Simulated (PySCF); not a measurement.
## Run report: C$_{7}$H$_{9}$BCl$_{2}$, NMR shielding calculation

- system: C$_{7}$H$_{9}$BCl$_{2}$
- method: GIAO PBE0/pcSseg-1 NMR shielding, non-relativistic, gas phase (PySCF 2.14.0)

The geometry comes from this level: GFN2-xTB. It belongs to a series of runs on one base structure; here: H on C replaced by cPr. Figures and captions count atoms from 1; the log counts them from 0 in places.

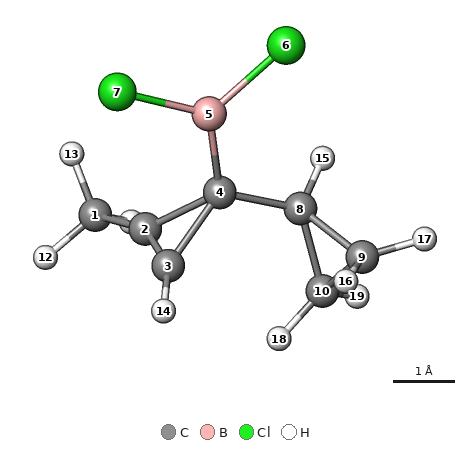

Fig. 1: The structure (ball-and-stick view, seen at a tilt; atoms are numbered from 1 in the order of the input). Bond lengths as drawn: B–C 1.55 Å, B–Cl 1.72 to 1.73 Å, C–C 1.29 to 1.54 Å and C–H 1.06 to 1.09 Å.

**Input file**
```
{"job": {"kind": "nmr", "xc": "PBE0", "basis": "pcSseg-1"}, "charge": 0, "multiplicity": 1}
C      2.011391    -1.637248     0.479254
C      1.373666    -0.355305     0.201121
C      1.266228     0.812130    -0.332506
C      0.068840     0.398118     0.539492
B     -0.075018     1.019694     1.949178
Cl    -1.609268     1.211815     2.707555
Cl     1.337442     1.523693     2.818286
C     -1.186754    -0.046799    -0.173588
C     -1.883412     0.893427    -1.115380
C     -1.180269    -0.316753    -1.647069
H      1.403629    -2.447447     0.076204
H      3.002484    -1.674326     0.030848
H      2.095221    -1.781145     1.556220
H      1.612661     1.622914    -0.920471
H     -1.823258    -0.676697     0.437014
H     -1.430057     1.857871    -1.285798
H     -2.962076     0.913333    -1.122628
H     -0.254738    -0.172618    -2.184886
H     -1.776516    -1.135410    -2.020307
```

The first line tells a small driver script what to run in PySCF; the rest is the geometry in Å.

Machine: 1 CPU thread, shared host.

Launched with:
```bash
OMP_NUM_THREADS=1 python <driver script> task.json out
```

**Log**
```
coarse grid: 17520 points
cycle   1  E = -1216.5437322214  dE =  1.663e+00  |g| = 4.240e-01  |ddm| = 4.111e+00
cycle   2  E = -1216.5427275777  dE =  1.005e-03  |g| = 4.550e-01  |ddm| = 9.330e-01
cycle   3  E = -1216.5943662160  dE = -5.164e-02  |g| = 5.916e-02  |ddm| = 4.967e-01
cycle   4  E = -1216.5950820656  dE = -7.158e-04  |g| = 2.667e-02  |ddm| = 1.043e-01
cycle   5  E = -1216.5952213719  dE = -1.393e-04  |g| = 1.269e-02  |ddm| = 3.829e-02
cycle   6  E = -1216.5952581750  dE = -3.680e-05  |g| = 3.353e-03  |ddm| = 1.405e-02
cycle   7  E = -1216.5952606199  dE = -2.445e-06  |g| = 9.838e-04  |ddm| = 3.887e-03
final grid: 161504 points
cycle   8  E = -1216.6517901724  dE = -5.964e-05  |g| = 9.102e-03  |ddm| = 5.827e-02
cycle   9  E = -1216.6517833661  dE =  6.806e-06  |g| = 1.030e-02  |ddm| = 2.222e-02
cycle  10  E = -1216.6518108703  dE = -2.750e-05  |g| = 1.215e-03  |ddm| = 1.250e-02
cycle  11  E = -1216.6518111397  dE = -2.693e-07  |g| = 4.049e-04  |ddm| = 1.745e-03
cycle  12  E = -1216.6518111786  dE = -3.896e-08  |g| = 9.737e-05  |ddm| = 5.773e-04
cycle  13  E = -1216.6518111806  dE = -1.962e-09  |g| = 4.015e-05  |ddm| = 1.458e-04
cycle  14  E = -1216.6518111809  dE = -3.590e-10  |g| = 1.486e-05  |ddm| = 5.186e-05
```

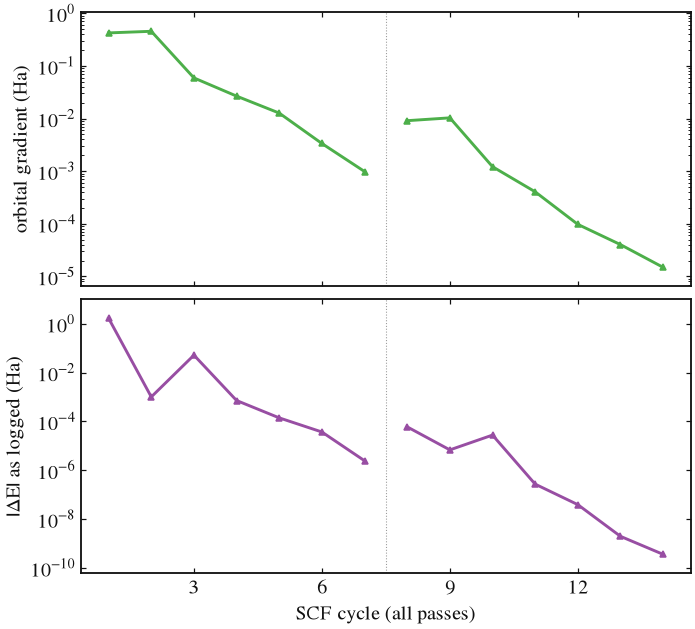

Fig. 2: Convergence of the self-consistent field: orbital gradient and size of the energy change against the SCF cycle. The dotted line marks the change from a coarse to the final integration grid. The first 7 cycles use a coarse grid, the final grid takes over at cycle 8, and the field converges after 14 cycles in all.

```
converged SCF energy = -1216.6518111809

GIAO shielding tensors (ppm)
atom      isotropic    diamagn.    paramagn.     s11        s22        s33       span
  0 C      173.809     248.031     -74.222    158.956    173.531    188.940     29.983
  1 C       56.526     265.118    -208.591    -76.030     92.122    153.487    229.517
  2 C       83.952     254.807    -170.855    -38.720    129.098    161.477    200.197
  3 C      151.323     246.025     -94.702     79.737    134.379    239.854    160.117
  4 B       38.299     191.992    -153.693    -13.808     47.700     81.005     94.813
  5 Cl     688.985    1147.936    -458.952    394.333    734.219    938.403    544.070
  6 Cl     706.801    1147.601    -440.801    429.763    753.677    936.962    507.199
  7 C      169.760     246.114     -76.354    131.398    162.928    214.953     83.554
  8 C      180.910     254.642     -73.732    152.833    177.583    212.313     59.481
  9 C      182.347     251.983     -69.636    152.505    179.372    215.166     62.661
 10 H       29.506      30.025      -0.519     24.513     28.422     35.584     11.070
 11 H       29.183      26.894       2.289     24.380     26.829     36.340     11.959
 12 H       29.439      28.411       1.029     24.259     28.854     35.205     10.946
 13 H       25.850      35.210      -9.360     23.343     26.269     27.939      4.596
 14 H       30.266      32.442      -2.176     23.702     29.000     38.096     14.394
 15 H       31.822      32.503      -0.681     26.334     29.860     39.273     12.939
 16 H       31.103      30.915       0.188     25.530     26.107     41.672     16.142
 17 H       31.958      32.238      -0.279     25.955     31.056     38.864     12.908
 18 H       31.561      30.489       1.071     25.315     26.653     42.714     17.399
```

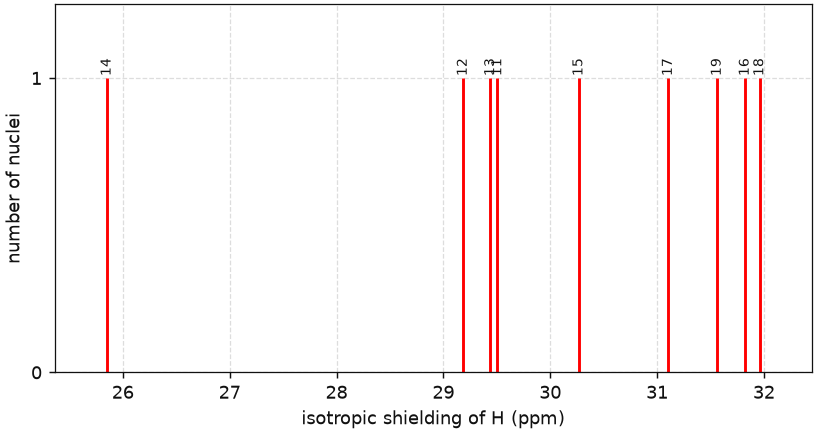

Fig. 3: Isotropic shieldings of the hydrogen nuclei in this fixed geometry, labelled by atom number; shielding grows to the right, so chemical shift grows to the left. The least shielded is H14 (25.9 ppm), the most shielded H18 (32.0 ppm).

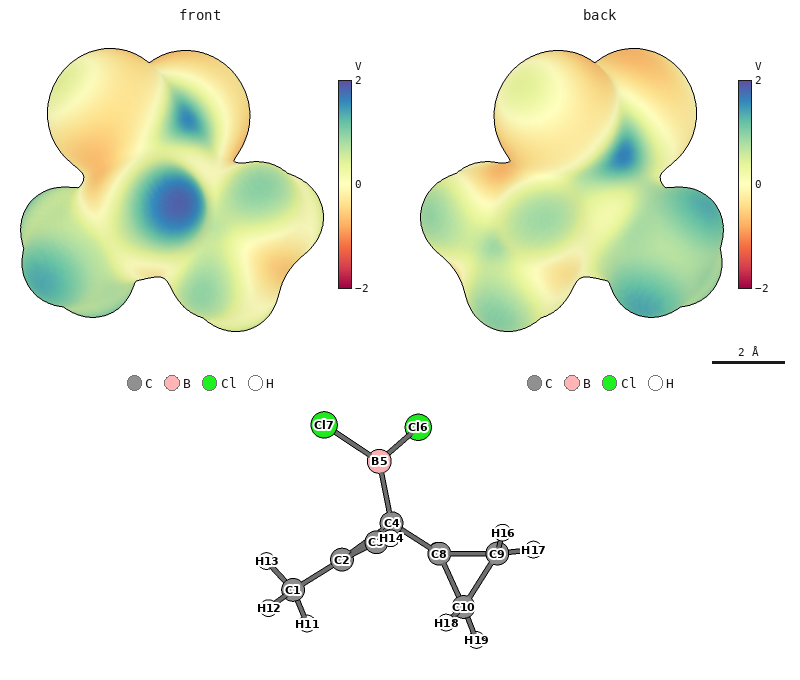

Fig. 4: The electrostatic potential painted on the density surface at 0.004 e/bohr³, seen face on and from behind; red is negative and blue positive. The bare structure is drawn below in the same view. A positive charge is drawn to the negative regions and a negative charge to the positive ones. Its dipole moment is 2.66 D.

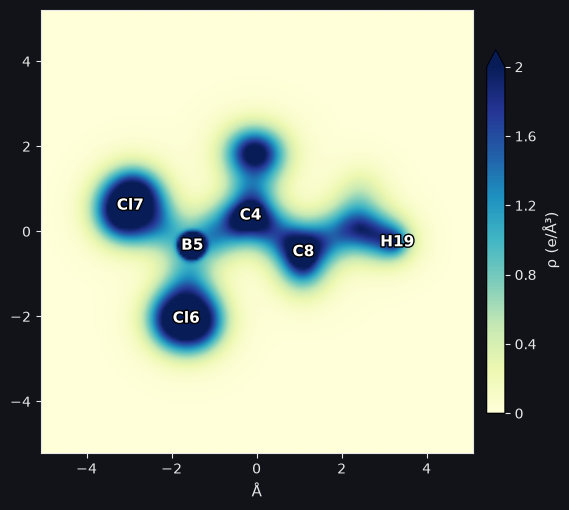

Fig. 5: Total electron density on the plane of atoms B5, C4 and C8. C–B (1.55 Å): ρ at the midpoint is about 1.5 e/Å³. B–Cl (1.72 Å): ρ at the midpoint is about 1.4 e/Å³.

**Summary**

```csv
quantity,value
outcome,converged
total energy,−1216.651811 hartree
HOMO,−7.27 eV
LUMO,−1.03 eV
dipole moment,2.66 D
"isotropic shielding, C",56.5 to 182.3 ppm
"isotropic shielding, B",38.3 ppm
"isotropic shielding, Cl",689.0 to 706.8 ppm
"isotropic shielding, H",25.9 to 32.0 ppm
wall time,2.6 min
peak memory,1 GiB
```
